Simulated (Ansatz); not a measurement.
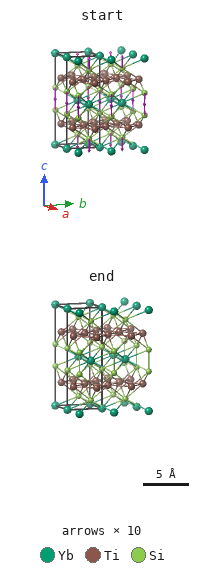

The structure of solid YbTi2Si2 (a generated structure, set up in I4/mmm) before (top) and after (bottom) a relaxation, at one scale. The purple arrows give the displacements (the part carried along by the change of the cell is left out), 10 times their true length.

The picture is a ball-and-stick view of the conventional cell (2 times the calculation's cell), repeated 2 × 2 × 1 with one cell outlined, seen slightly off an axis. Lengths and directions refer to the drawn axes.

The start is a swapped structure.

Computed with DFT, PAW plane waves, PBE+U (Ansatz 0.2.0).

Input
```yaml
crystal:
  lattice:
    - [0.0, 3.91221472, 0.0]
    - [3.91221472, 0.0, 0.0]
    - [1.95610686, 1.95610686, -5.14605949]
  atoms:
    - { symbol: Yb, position: [0.0, 0.0, 0.0] }
    - { symbol: Ti, position: [0.75, 0.25, 0.5] }
    - { symbol: Ti, position: [0.25, 0.75, 0.5] }
    - { symbol: Si, position: [0.378, 0.378, 0.244] }
    - { symbol: Si, position: [0.622, 0.622, 0.756] }
  symmetry: { detect: false, time_reversal: true }
kpoints:
  mp_grid: { grid: [6, 6, 6], shift: [0, 0, 0] }
magnetization:
  spin_polarized: true
scf:
  occupations: { method: fermi_dirac }
  lower_state_search: "off"
hamiltonian:
  pseudopotentials: { kind: paw }
  xc: pbe
  hubbard:
    projectors: all-electron-ortho-atomic
    sites: [{ species: Yb, l: f, u_eff: 5.51 }]
basis:
  ecutwfc: 420
  fft_grid_basis: typed
relax:
  max_steps: 40
  cell: { p_target: 0.0 }
output:
  forces: true
  stress: true
  eigenvalues: true
  bader: true
  populations: true
  elf: true
  write_potential: true
  volumetric_format: npy
  dos:
    e_range: [-12, 8]
    de: 0.05
    projected: { site_lists: { Si: [Si], Ti: [Ti], Yb: [Yb] } }
checkpoint:
  read: saved_state
```

Launched with:
```bash
ansatz run input.yaml --threads 2 --pin off --max-ram 4096MiB --backend cpu --events-out ev --progress --plain --runs-dir out
```

Question: What changed between the two?

Answer: After 6 accepted moves (8 points after the start) the energy has fallen by 1.911 eV per cell of the calculation. The largest force component goes from 3.5 to 0.00021 eV/Å. Pressure: 32.64 GPa at the start and −0.01 GPa at the end. At 2 points the geometry stayed and the basis and grid were re-selected for the new cell (energy shift of 10.6 meV per cell of the calculation at most each time). Si5 moves most relative to the cell: 0.16 Å along −c. By element the largest moves are Si 0.16 Å, Yb 0.02 Å, Ti 0.01 Å. The volume changes by +21.0 %, with a = b 3.912 → 4.094 Å (+4.7 %), c 10.292 → 11.367 Å (+10.4 %). Some distances before and after: Yb1–Ti3 3.217 → 3.502 Å, Yb1–Ti2 3.227 → 3.502 Å, Yb1–Ti3 (another image) 3.240 → 3.502 Å, Yb1–Ti2 (another image) 3.248 → 3.502 Å. The space group (tolerance 0.01 Å) goes from P1 (No. 1) to I4/mmm (No. 139). The program noted that the start was displaced slightly to test its symmetry.
